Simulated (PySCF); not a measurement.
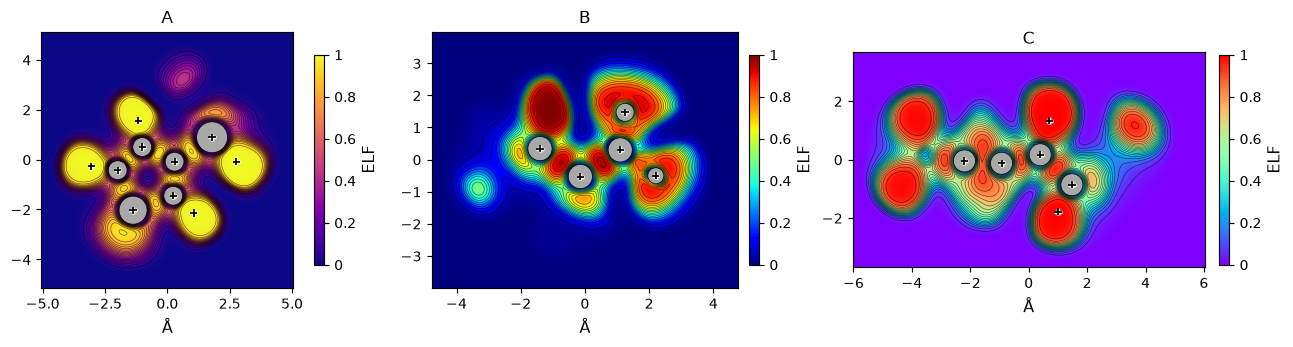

The ELF of 3 systems, each on a plane through atoms (crosses mark nuclei in the plane; grey discs cover the cores).

These are results of PySCF 2.14.0, PBE0/pcSseg-1, SCF density, gas phase, non-relativistic, not measurements.

System 1: C$_{4}$H$_{5}$BF$_{3}$PS, the plane of atoms C7, C8 and H14. Geometry: GFN2-xTB.

```xyz
15

F    -1.9924   -0.5256   -1.7884
B    -2.4593    0.0569   -0.6660
F    -3.6761   -0.3373   -0.2773
F    -2.2096    1.3717   -0.5640
P    -1.0254   -0.7908    0.7718
C     0.5960   -0.0863    0.4446
C     1.1544   -0.0341   -0.8638
C     2.3530    0.5946   -0.8841
S     2.8254    1.1486    0.6743
C     1.3921    0.5246    1.3718
H    -1.0613   -0.7443    2.1570
H    -0.7726   -2.1496    0.6331
H     0.6649   -0.4426   -1.7300
H     2.9950    0.7762   -1.7226
H     1.2116    0.6460    2.4218
```

System 2: C$_{7}$H$_{11}$FO, the plane of atoms C5, C6 and F8. Geometry: GFN2-xTB.

```yaml
atoms:
  - { symbol: C, position_ang: [2.2156, 0.9195, -0.2346] }
  - { symbol: C, position_ang: [0.7471, 0.6226, 0.0272] }
  - { symbol: C, position_ang: [0.4935, -0.1505, 1.3229] }
  - { symbol: C, position_ang: [-0.9241, -0.7101, 1.1631] }
  - { symbol: C, position_ang: [-1.1748, -0.8017, -0.3537] }
  - { symbol: C, position_ang: [-2.3091, 0.0743, -0.7737] }
  - { symbol: O, position_ang: [-2.9222, 0.8870, -0.1784] }
  - { symbol: F, position_ang: [-2.6178, -0.1467, -2.0910] }
  - { symbol: C, position_ang: [0.1214, -0.2938, -1.0250] }
  - { symbol: H, position_ang: [2.3396, 1.4065, -1.1991] }
  - { symbol: H, position_ang: [2.6130, 1.5762, 0.5354] }
  - { symbol: H, position_ang: [2.7982, 0.0005, -0.2362] }
  - { symbol: H, position_ang: [0.1880, 1.5630, 0.0584] }
  - { symbol: H, position_ang: [1.2163, -0.9645, 1.4030] }
  - { symbol: H, position_ang: [0.5881, 0.4769, 2.2070] }
  - { symbol: H, position_ang: [-1.6528, -0.0288, 1.6041] }
  - { symbol: H, position_ang: [-1.0328, -1.6798, 1.6455] }
  - { symbol: H, position_ang: [-1.4072, -1.8155, -0.6892] }
  - { symbol: H, position_ang: [0.7857, -1.1371, -1.2184] }
  - { symbol: H, position_ang: [-0.0708, 0.2125, -1.9702] }
```

System 3: C$_{5}$H$_{8}$Si (SMILES C=C=C=CC[SiH3]), the plane of atoms C3, C4 and C5. Geometry: GFN2-xTB, MD frame at 250 fs, 600 K.

```xyz
14

C     3.3320    0.3518   -0.2722
C     2.1073   -0.0630    0.0107
C     0.9215   -0.5345    0.1590
C    -0.3228   -1.0066   -0.1026
C    -1.0789   -1.9223    0.8042
Si   -2.7468   -1.0185    0.8989
H     3.2789    0.9054   -1.1709
H     4.0977    0.2626    0.4716
H    -0.8606   -0.6215   -1.1104
H    -0.5511   -1.9231    1.7164
H    -1.2846   -2.9083    0.4664
H    -3.6002   -1.1888   -0.2735
H    -2.4649    0.4250    0.8860
H    -3.4985   -1.3959    2.0974
```

**Match each panel to its system.**

Panel A is system 1, C$_{4}$H$_{5}$BF$_{3}$PS: the plane holds P, C, S and H. C–C (1.35 Å): the ELF peaks at about 0.95 between the atoms, as expected for localised, covalent bonding. Panel B is system 2, C$_{7}$H$_{11}$FO: the plane holds C, O and F. C–O (1.18 Å): the ELF peaks at about 0.85 between the atoms (a multiple bond). Panel C is system 3, C$_{5}$H$_{8}$Si: the plane holds C and H. C–C (1.28 Å): the ELF peaks at about 0.90 between the atoms (a multiple bond).
